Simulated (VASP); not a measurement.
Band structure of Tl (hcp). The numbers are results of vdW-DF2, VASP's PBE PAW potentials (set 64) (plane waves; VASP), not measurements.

Unless said otherwise, spin-orbit coupling is left out, though it shifts the bands of the heavy elements here.

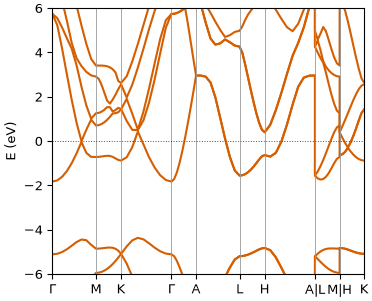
Figure. Bands along high-symmetry lines, zero at the valence-band maximum or, without a gap, the Fermi level

**Question.** Read the plot: is there a gap, and where are the band edges?

**Answer.** It has no gap at this level: it comes out as a metal or semimetal. (Edges off the drawn lines would not show.)

The compound is Tl in the hcp structure. It was relaxed first, which changed the volume by +27 %.
